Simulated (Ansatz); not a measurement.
## BiSb (model cell, started as CsCl type): relaxing the cell for a phonon run

Task: relax BiSb (model cell, started as CsCl type) tightly.

Program: Ansatz 0.2.0. Level of theory: DFT PBEsol, scalar-relativistic, plane waves, norm-conserving pseudopotentials. Results are calculated unless marked as measured.

The structure was built from a prototype and need not be the compound's stable phase.

**1. The starting structure**

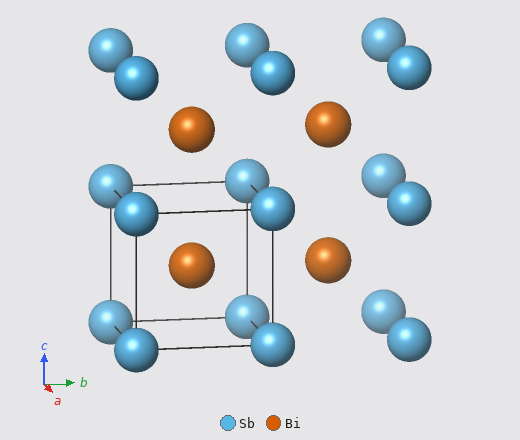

Start, viewed slightly off an axis; antimony blue, bismuth orange. 1×2×2 cells are drawn. Some periodic images of atoms are drawn too.

**2. Probe on a coarse mesh**

First a cheap look: the gap decides the mesh and the occupations, the pressure tells how far the cell has to move.

File input.yaml:

```yaml
crystal:
  lattice:
    - [3.72275, 0.0, 0.0]
    - [0.0, 3.72275, 0.0]
    - [0.0, 0.0, 3.72275]
  atoms:
    - { symbol: Sb, position: [0.0, 0.0, 0.0] }
    - { symbol: Bi, position: [0.5, 0.5, 0.5] }
kpoints:
  mp_grid: { grid: [6, 6, 6] }
hamiltonian:
  xc: pbesol
  pseudopotentials: { kind: nc }
scf:
  occupations: { method: gaussian, width: 0.1 }
output:
  forces: true
  stress: true
  eigenvalues: true
```

On the command line:

```
ansatz run input.yaml --threads 4 --pin off --max-ram 7168MiB --backend cpu --events-out ev --progress --plain --runs-dir out
```

Numbers of over 12 decimals in the logs are rounded to 6 here.

Output:

```text
Engine: ansatz 0.2.0, aarch64-unknown-linux-gnu
Pseudopotentials: kind: nc
Pseudopotential: Sb, nc, valence charge 15, recommended cutoff 1088.45545 eV (normal), Sb.nc.azcp (PseudoDojo's, or run here from an input of PseudoDojo's: the run reads no file of this project's for it)
[...]
--- Band table (eV; the first three rows and the last of 20) ---
  k-point 0: bands = [... 11 lower, 7.4127, 11.7146, 11.7146, 11.7146, 16.9963, 16.9963, 20.1044, 20.1044]
  k-point 1: bands = [... 11 lower, 6.5057, 11.6457, 12.0712, 12.0712, 17.2272, 18.3571, 18.8517, 19.0400]
  k-point 2: bands = [... 11 lower, 4.5921, 12.2245, 13.1133, 13.1133, 15.8267, 16.8733, 16.8733, 17.9127]
  k-point 19: bands = [... 11 lower, 5.9521, 10.8874, 10.8874, 10.8874, 10.9943, 10.9943, 10.9943, 30.4777]
[key lines of the parts left out:]
SCF converged after 6 iterations
Free energy (F): -4692.033215 eV
Fermi energy:    13.520906 eV
P = ⅓ Tr σ = 6.6861 GPa (66.861 kbar)
```

Elapsed: 1.5 s, on 4 threads of Arm Neoverse V2, shared host; peak memory 0.43 GiB.

Numbers from this step:

```
pressure          : 6.686 GPa
volume per atom   : 25.80 Å³
gap on the k-mesh : 0 eV
```

The coarse mesh shows no gap and a pressure of 6.7 GPa.

**3. Bringing the structure to rest**

The cell and atoms are relaxed, since residual forces and stress would shift the frequencies.

input.yaml, the sections that differ from step 2:

```yaml
kpoints:
  mp_grid: { grid: [10, 10, 10] }
output:
  forces: true
  stress: true
  eigenvalues: true
  write_density: true
  write_potential: true
  elf: true
  volumetric_format: npy
relax:
  adjacent_minimum: "off"
  f_tol: 0.005
  max_steps: 80
  cell: { stress_tol: 0.05 }
# crystal, hamiltonian, scf: as in step 2
```

Output:

```text
[...]
Crystal: 2 atoms, lattice volume = 51.593 Å³
Basis set: ecut = 1088.45545 eV, 4169 PW (Γ), exchange–correlation on 90×90×90 points (8 copies of the dense FFT grid, shifted against one another)
Bands: 19, of which v1, the nominal top of the filled ones, is band 15 counted from 1 (14 counted from 0)
Symmetry: 48 space group operations
[...]
k-points: 56 of 1000
[...]
SCF iter   1: F=—  HF=-4692.075956 eV  |F-HF|=—  |Δ(HF+E_count)|=         —  Δρ=1.07e-2  dr2=8.09e-2  ethr=3.10e-3  ⟨swp⟩=5.5  Hψ=4969  notcnv=0
[...]
SCF iter   6: F=-4692.053210 eV  HF=-4692.053210 eV  |F-HF|=4.55e-9  |Δ(HF+E_count)|=   1.36e-7  Δρ=1.13e-5  dr2=5.78e-8  ethr=3.33e-10  ⟨swp⟩=12.9  Hψ=10660  notcnv=0
SCF 1 converged in 6 iterations: F = -4692.053210 eV  dr2 = 5.78e-8
relax step   1: F+E_penalty+E_count = -4692.05320978 eV  Δ(F+E_penalty+E_count) = +0.000e0 eV  max|allowed force component| = 8.972e-28 eV/Å  Δτ_max = 0.0000 Å  P = +6.749 GPa  Ω = 51.593 Å³  (6 SCF iters, dr2 threshold 1.00e-7 eV, accepted)
Crystal: 2 atoms, lattice volume = 59.512 Å³
Basis set: ecut = 1088.45545 eV, 4945 PW (Γ), exchange–correlation on 90×90×90 points (8 copies of the dense FFT grid, shifted against one another)
[...]
iter 1 solved again at ethr=6.30e-6 eV; its pass at ethr=3.10e-3 eV (dr2=1.89e-3 eV) is discarded
[...]
SCF iter   5: F=-4692.095475 eV  HF=-4692.095475 eV  |F-HF|=6.55e-9  |Δ(HF+E_count)|=   8.97e-7  Δρ=7.35e-6  dr2=2.86e-8  ethr=6.67e-10  ⟨swp⟩=13.6  Hψ=9398  notcnv=0
SCF 2 converged in 5 iterations: F = -4692.095475 eV  dr2 = 2.86e-8
relax step   2: F+E_penalty+E_count = -4692.09547468 eV  Δ(F+E_penalty+E_count) = -4.226e-2 eV  max|allowed force component| = 4.181e-29 eV/Å  Δτ_max = 0.0000 Å  P = -3.822 GPa  Ω = 59.512 Å³  energy of the carried Pulay correction = -2.900e-3 eV  (5 SCF iters, dr2 threshold 2.00e-7 eV, accepted)
Crystal: 2 atoms, lattice volume = 56.384 Å³
Basis set: ecut = 1088.45545 eV, 4625 PW (Γ), exchange–correlation on 90×90×90 points (8 copies of the dense FFT grid, shifted against one another)
[...]
SCF iter   4: F=-4692.138722 eV  HF=-4692.138722 eV  |F-HF|=3.22e-8  |Δ(HF+E_count)|=   2.35e-7  Δρ=1.59e-5  dr2=6.64e-8  ethr=6.67e-10  ⟨swp⟩=10.9  Hψ=9727  notcnv=0
SCF 3 converged in 4 iterations: F = -4692.138722 eV  dr2 = 6.64e-8
relax step   3: F+E_penalty+E_count = -4692.13872158 eV  Δ(F+E_penalty+E_count) = -4.325e-2 eV  max|allowed force component| = 6.311e-30 eV/Å  Δτ_max = 0.0000 Å  P = -0.385 GPa  Ω = 56.384 Å³  energy of the carried Pulay correction = -1.805e-3 eV  (4 SCF iters, dr2 threshold 2.00e-7 eV, accepted)
[...]
relax step   4: F+E_penalty+E_count = -4692.13921916 eV  Δ(F+E_penalty+E_count) = -4.976e-4 eV  max|allowed force component| = 1.179e-28 eV/Å  Δτ_max = 0.0000 Å  P = +0.020 GPa  Ω = 56.054 Å³  energy of the carried Pulay correction = -1.686e-3 eV  (3 SCF iters, dr2 threshold 2.00e-7 eV, accepted)
[...]
relax step   5: F+E_penalty+E_count = -4692.14347269 eV  Δ(F+E_penalty+E_count) = -4.254e-3 eV  max|allowed force component| = 1.179e-28 eV/Å  Δτ_max = 0.0000 Å  P = +0.242 GPa  Ω = 56.054 Å³  stress off target by 2.42e-1 GPa  SCF on the basis re-selected at this cell (its energy is not comparable with the rows above)  (5 SCF iters)
[...]
relax step   6: F+E_penalty+E_count = -4692.14355731 eV  Δ(F+E_penalty+E_count) = -8.462e-5 eV  max|allowed force component| = 1.182e-28 eV/Å  Δτ_max = 0.0000 Å  P = +0.015 GPa  Ω = 56.250 Å³  energy of the carried Pulay correction = -7.258e-5 eV  (3 SCF iters, dr2 threshold 1.46e-7 eV, accepted)
[...]
SCF iter   4: F=-4692.143629 eV  HF=-4692.143629 eV  |F-HF|=1.82e-12  |Δ(HF+E_count)|=  9.09e-12  Δρ=2.05e-7  dr2=1.28e-11  ethr=1.00e-12  ⟨swp⟩=8.8  Hψ=7236  notcnv=0
SCF 7 converged in 4 iterations: F = -4692.143629 eV  dr2 = 1.28e-11
relax step   7: F+E_penalty+E_count = -4692.14362907 eV  Δ(F+E_penalty+E_count) = -7.176e-5 eV  max|allowed force component| = 8.398e-29 eV/Å  Δτ_max = 0.0000 Å  P = +0.016 GPa  Ω = 56.250 Å³  stress off target by 1.59e-2 GPa  SCF on the basis re-selected at this cell (its energy is not comparable with the rows above)  (4 SCF iters)
[...]
SCF converged after 4 iterations
Free energy (F): -4692.143629 eV
[...]
Internal energy: -4692.133145 eV  (E = F + TS)
E sigma→0 (E₀):  -4692.138387 eV
Entropy (-TS):   -0.010484 eV (-5.242 meV/atom)
Fermi energy:    12.376701 eV
[...]
--- Stress (GPa, compression-positive) ---
        0.015899      -0.000000       0.000000
       -0.000000       0.015899       0.000000
        0.000000       0.000000       0.015899
  P = ⅓ Tr σ = 0.0159 GPa (0.159 kbar)
--- Band table (eV; the first three rows and the last of 56) ---
  k-point 0: bands = [... 11 lower, 5.5352, 10.3941, 10.3941, 10.3941, 15.5931, 15.5931, 17.8750, 17.8750]
  k-point 1: bands = [... 11 lower, 5.2803, 10.2841, 10.5110, 10.5110, 15.6751, 16.2363, 17.2072, 17.5300]
  k-point 2: bands = [... 11 lower, 4.5784, 10.2252, 10.8588, 10.8588, 15.8052, 15.9207, 16.6295, 16.6295]
  k-point 55: bands = [... 11 lower, 4.4279, 9.6772, 9.6772, 9.6772, 9.7655, 9.7655, 9.7655, 27.9106]
--- Relaxed structure (5 steps of the walk, 5 accepted, 2 SCFs on fresh bases) ---
  F+E_penalty+E_count = -4692.14362907 eV   max|allowed force component| = 8.398e-29 eV/Å   (the final SCF, on the basis selected at the relaxed cell)
  cell:  # Å, volume = 56.2501 Å³
    - [3.831550, 0, 0]
    - [0, 3.831550, 0]
    - [0, 0, 3.831550]
  atoms:
    - { symbol: Sb, position: [0, 0, 0] }
    - { symbol: Bi, position: [0.500000, 0.500000, 0.500000] }
```

Wall time 23 s (4 threads); peak memory 0.55 GiB.

Step by step:

| step | energy less that of the first step (eV) | largest force component (eV/Å) | pressure (GPa) | volume (Å³) |
| --- | --- | --- | --- | --- |
| 1 | 0.0000 | 0.0000 | 6.75 | 51.59 |
| 2 | -0.0423 | 0.0000 | -3.82 | 59.51 |
| 3 | -0.0855 | 0.0000 | -0.39 | 56.38 |
| 4 | -0.0860 | 0.0000 | 0.02 | 56.05 |
| 5* | -0.0903 | 0.0000 | 0.24 | 56.05 |
| 6 | -0.0903 | 0.0000 | 0.01 | 56.25 |
| 7* | -0.0904 | 0.0000 | 0.02 | 56.25 |

Relaxation steps marked * repeat the geometry before them on a plane-wave basis chosen anew for their cell, so energy and pressure can jump there.

The run keeps the 48 symmetry operations that it works with, so distortions that break them were not tested.

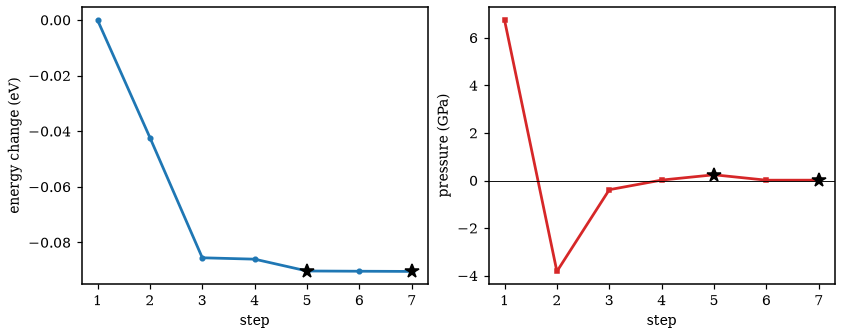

Energy and pressure along the relaxation. Stars mark steps on a basis chosen anew.

| conventional cell, symmetrised | before | after | change |
| --- | --- | --- | --- |
| a (Å) | 3.723 | 3.832 | +2.9 % |
| b (Å) | 3.723 | 3.832 | +2.9 % |
| c (Å) | 3.723 | 3.832 | +2.9 % |
| volume (Å³/atom) | 25.80 | 28.13 | +9.0 % |

The relaxed structure:

```
Sb Bi
1.0
     3.83155    0.00000    0.00000
     0.00000    3.83155    0.00000
     0.00000    0.00000    3.83155
Sb Bi
1 1
Cartesian
  0.0000 0.0000 0.0000
  1.9158 1.9158 1.9158
```

This step gave:

- pressure: 0.01590 GPa
- volume per atom: 28.13 Å³

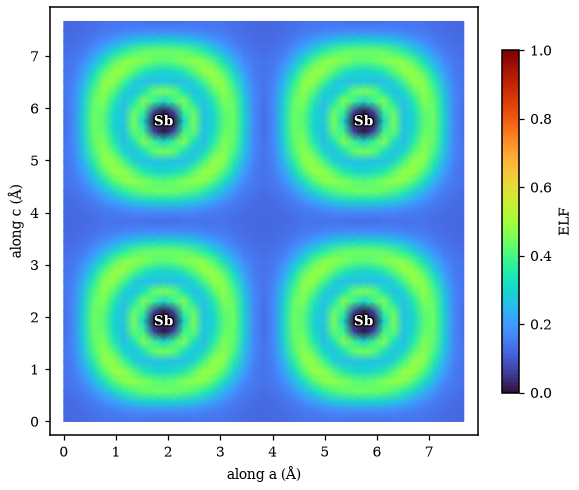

ELF in the ac plane at fractional y = 0.000, with atoms of Sb within 0.2 Å of it. It is the smooth field of the valence electrons, not physical close to the nuclei. The map starts off the cell's origin, so that atoms lie inside it.

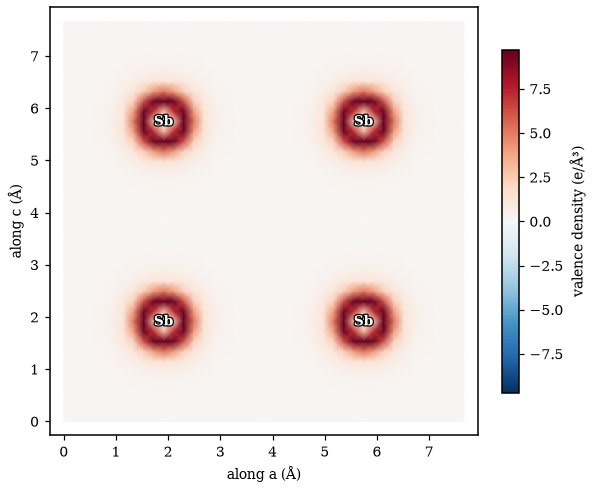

Valence density in the ac plane at fractional y = 0.000, with atoms of Sb within 0.2 Å of it. It is the smooth field of the valence electrons, not physical close to the nuclei. The map starts off the cell's origin, so that atoms lie inside it.

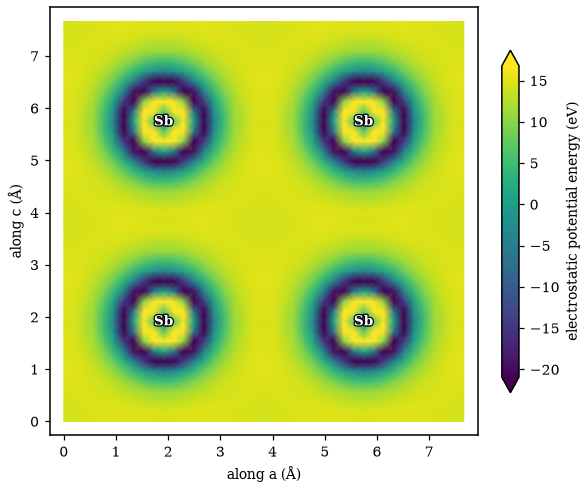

Electrostatic potential energy in the ac plane at fractional y = 0.000, with atoms of Sb within 0.2 Å of it. With pseudopotentials it is smooth inside the atoms' cores, unlike the true potential. The map starts off the cell's origin, so that atoms lie inside it.

In this step the volume went from 25.80 to 28.13 Å³/atom.

**4. Relaxation**

The relaxation is repeated from its end on the same settings, as a check that it has come to rest.

input.yaml, the sections that differ from step 3:

```yaml
crystal:
  lattice:
    - [3.8315501665, 0.0, 0.0]
    - [0.0, 3.8315501665, 0.0]
    - [0.0, 0.0, 3.8315501665]
  atoms:
    - { symbol: Sb, position: [0.0, 0.0, 0.0] }
    - { symbol: Bi, position: [0.5, 0.5, 0.5] }
output:
  forces: true
  stress: true
  eigenvalues: true
# kpoints, hamiltonian, scf, relax: as in step 3
```

Output:

```text
[...]
Crystal: 2 atoms, lattice volume = 56.250 Å³
Basis set: ecut = 1088.45545 eV, 4625 PW (Γ), exchange–correlation on 90×90×90 points (8 copies of the dense FFT grid, shifted against one another)
Bands: 19, of which v1, the nominal top of the filled ones, is band 15 counted from 1 (14 counted from 0)
[... 1 set-up line as in the run before ...]
[...]
k-points: 56 of 1000
[...]
k-point 55: bands = [... 11 lower, 4.4279, 9.6772, 9.6772, 9.6772, 9.7655, 9.7655, 9.7655, 27.9106]
--- Relaxed structure (1 steps of the walk, 1 accepted, 1 SCFs on fresh bases) ---
[...]
cell:  # Å, volume = 56.2501 Å³
    - [3.8315501665, 0.0, 0.0]
    - [0.0, 3.8315501665, 0.0]
    - [0.0, 0.0, 3.8315501665]
  atoms:
    - { symbol: Sb, position: [0.0, 0.0, 0.0] }
    - { symbol: Bi, position: [0.5, 0.5, 0.5] }
[key lines of the parts left out:]
SCF converged after 5 iterations
Free energy (F): -4692.143629 eV
Fermi energy:    12.376701 eV
P = ⅓ Tr σ = 0.0159 GPa (0.159 kbar)
```

Wall time 7.7 s (4 threads); peak memory 0.55 GiB; 29 s of CPU time.

Little changed from the start: no atom moved by 0.005 Å and no cell edge by 0.1 %.

In this step the volume went from 28.13 to 28.13 Å³/atom.

**5. Relaxing to small forces for the phonons**

Phonons need a cell at rest on their own settings, so the relaxation is repeated with tight tolerances on forces and stress, using the mesh and the filling of the phonon run that follows.

input.yaml, the sections that differ from step 4:

```yaml
kpoints:
  mp_grid: { grid: [12, 12, 12] }
scf:
  occupations: { method: methfessel_paxton, width: 0.15 }
relax:
  adjacent_minimum: "off"
  f_tol: 0.001
  max_steps: 60
  cell: { stress_tol: 0.01 }
# crystal, hamiltonian, output: as in step 4
```

Output:

```text
[...]
Crystal: 2 atoms, lattice volume = 56.250 Å³
Basis set: ecut = 1088.45545 eV, 4625 PW (Γ), exchange–correlation on 90×90×90 points (8 copies of the dense FFT grid, shifted against one another)
Bands: 19, of which v1, the nominal top of the filled ones, is band 15 counted from 1 (14 counted from 0)
[... 1 set-up line as in the run before ...]
[...]
k-points: 84 of 1728
[...]
k-point 83: bands = [... 11 lower, 4.4924, 9.7384, 9.7384, 9.7384, 9.8207, 9.8207, 9.8207, 28.0341]
--- Relaxed structure (3 steps of the walk, 3 accepted, 1 SCFs on fresh bases) ---
[...]
cell:  # Å, volume = 56.0017 Å³
    - [3.825900, 0, 0]
    - [0, 3.825900, 0.0]
    - [0, 0, 3.825900]
  atoms:
    - { symbol: Sb, position: [0, 0, 0] }
    - { symbol: Bi, position: [0.5, 0.5, 0.5] }
[key lines of the parts left out:]
SCF converged after 5 iterations
Free energy (F): -4692.150265 eV
Fermi energy:    12.431197 eV
P = ⅓ Tr σ = -0.0065 GPa (-0.065 kbar)
```

Run time: 19 s. Hardware: 4 threads; peak memory 0.62 GiB; 72 s of CPU time.

The steps of the relaxation:

| step | energy less that of the first step (eV) | largest force component (eV/Å) | pressure (GPa) | volume (Å³) |
| --- | --- | --- | --- | --- |
| 1 | 0.0000 | 0.0000 | -0.29 | 56.25 |
| 2 | -0.0003 | 0.0000 | 0.16 | 55.87 |
| 3 | -0.0003 | 0.0000 | 0.00 | 56.00 |
| 4* | -0.0002 | 0.0000 | -0.01 | 56.00 |

Relaxation steps marked * repeat the geometry before them on a plane-wave basis chosen anew for their cell, so energy and pressure can jump there.

Forces are held to the 48 operations that the run works with; a distortion that breaks them can't arise in this run.

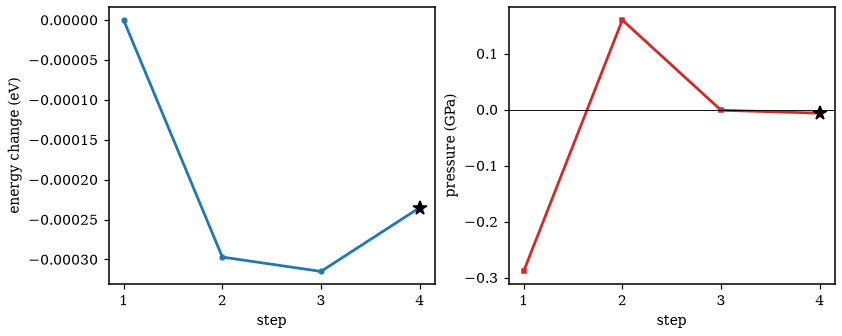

Energy and pressure along the relaxation. Stars mark steps on a basis chosen anew.

| conventional cell, symmetrised | before | after | change |
| --- | --- | --- | --- |
| a (Å) | 3.832 | 3.826 | -0.1 % |
| b (Å) | 3.832 | 3.826 | -0.1 % |
| c (Å) | 3.832 | 3.826 | -0.1 % |
| volume (Å³/atom) | 28.13 | 28.00 | -0.4 % |

Final coordinates:

```cif
data_structure
_symmetry_space_group_name_H-M 'P 1'
_symmetry_Int_Tables_number 1
_cell_length_a 3.8259
_cell_length_b 3.8259
_cell_length_c 3.8259
_cell_angle_alpha 90.000
_cell_angle_beta 90.000
_cell_angle_gamma 90.000
_cell_volume 56.00
loop_
_atom_site_label
_atom_site_type_symbol
_atom_site_fract_x
_atom_site_fract_y
_atom_site_fract_z
_atom_site_occupancy
Sb1 Sb 0.00000 0.00000 0.00000 1
Bi2 Bi 0.50000 0.50000 0.50000 1
```

This step gave:

| Item | Value |
| --- | --- |
| pressure | -0.006452 GPa |
| volume per atom | 28.00 Å³ |

The forces vanish by symmetry and the pressure is -0.006 GPa, within the tolerances set. The cell now holds 28.00 Å³/atom.

**6. Summary of results**

```
space group after relaxation (within 0.01 Å) : Pm-3m
lattice constant a                           : 3.826 Å
lattice constant b                           : 3.826 Å
lattice constant c                           : 3.826 Å
volume per atom                              : 28.0 Å³
```

**Reading.** The forces vanish by symmetry and the pressure is -0.006 GPa, within the tolerances set. The cell now holds 28.00 Å³/atom. The relaxation keeps the symmetry of its start, so it says nothing on stability against lower symmetry. Spin-orbit coupling is left out, which can matter for the heavy elements here. The starting cell was built on a prototype and not taken from a measurement, so the phase need not exist.

[Logs are printed without paths, hosts, clocks, repeated set-up lines and the standing remarks that a program may print on its own settings, such as how far it seeks lower states.]

[Hosts, paths, dates, database ids (printed as entryN), source tags and the programs' standing remarks are cut or masked in the printed files.]
